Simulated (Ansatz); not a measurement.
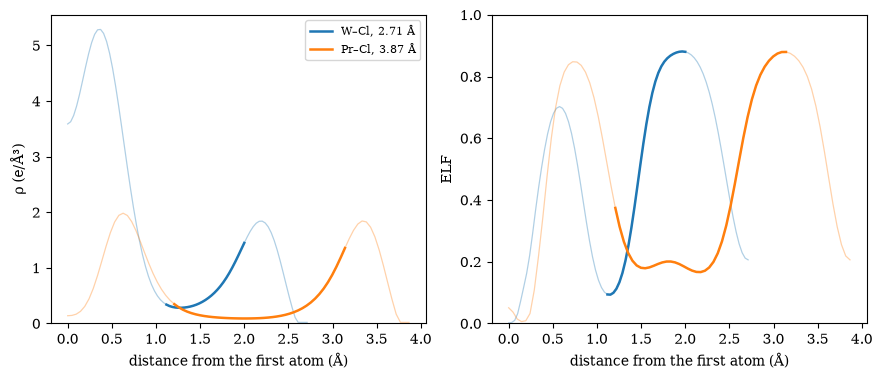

*PrWCl2. Valence pseudo-density and electron localisation function along straight lines between neighbouring atoms. Thin, pale parts lie inside the atomic spheres.*

Space group P6/mmm; a structure generated by program, which may or may not match a known phase; computed without spin polarisation; no Hubbard U on the f states and no spin–orbit coupling.

All numbers below come from DFT PBE, scalar-relativistic, plane waves, PAW; 4f electrons in the core of a trivalent norm-conserving potential in Ansatz.

In a pseudopotential calculation such maps are meaningful between the atoms, not at the nuclei.

Question: Compare the contacts.

Answer: W–Cl (2.71 Å): the density is about 0.29 e/Å³ at the midpoint; the ELF peaks at about 0.90 in the valence shell of Cl, 0.7 Å from its nucleus, and is about 0.25 at the midpoint.
Pr–Cl (3.87 Å): ρ at the midpoint is about 0.09 e/Å³; the ELF is about 0.20 at the midpoint: no localised pair shows between them.
